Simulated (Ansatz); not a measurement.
## Molecular dynamics, with input and output: HfH₂ClO₂F

System: HfH₂ClO₂F, multiplicity 2.
Method: RHF/def2-SVP (Ansatz 0.2.0).

One setting was made poor on purpose. It belongs to a series of runs on one base structure; here: an input spoilt on purpose.

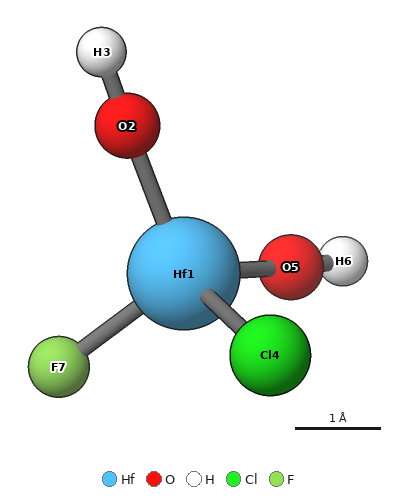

*The input geometry (ball-and-stick view, seen at a tilt; atoms are numbered from 1 in the order of the input). Sticks mark near contacts.*

Bond lengths as drawn: Cl–Hf 2.40 Å, F–Hf 1.92 Å, Hf–O 1.92 Å and H–O 0.94 Å.

## What the run reported

```json
{"quantity": "outcome", "value": "refused by the program"}
{"quantity": "hardware", "value": "1 thread of Intel Xeon (Granite Rapids), 32 GiB of memory available, shared host"}
```

The program refused the input: “a molecule whose nuclei and cores have a total charge of 56 cannot have a net charge of 0 together with 1 unpaired electrons” A deliberately poor setting: bad input.

## Input file
```yaml
crystal:
  periodic: [false, false, false]
  atoms:
    - { symbol: Hf, position_ang: [-0.143422, -0.119163, -0.03303] }
    - { symbol: O, position_ang: [-0.303523, -0.160135, 1.875935] }
    - { symbol: H, position_ang: [-0.406141, -0.152688, 2.809457] }
    - { symbol: Cl, position_ang: [2.16391, 0.136966, -0.654624] }
    - { symbol: O, position_ang: [-1.18136, 1.310061, -0.775641] }
    - { symbol: H, position_ang: [-1.70283, 2.017493, -1.106756] }
    - { symbol: F, position_ang: [-0.800134, -1.782134, -0.737742] }
magnetization:
  spin_polarized: true
  initial_magnetization: 1
basis:
  gaussian: { orbitals: def2-SVP }
hamiltonian:
  xc: hf
md:
  timestep: 0.5
  n_steps: 25
  ensemble: nvt_nose_hoover
  temperature: 1000.0
  initial_velocities: maxwell_boltzmann
  seed: 758544
  nose_hoover: { tau: 100.0, chain_length: 3 }
```

Launched with:
```bash
ansatz run input.yaml --threads 1 --pin off --max-ram 2048MiB --backend cpu --events-out ev --progress --plain --runs-dir out
```

## Log
```
Error: a molecule whose nuclei and cores have a total charge of 56 cannot have a net charge of 0 together with 1 unpaired electrons
```
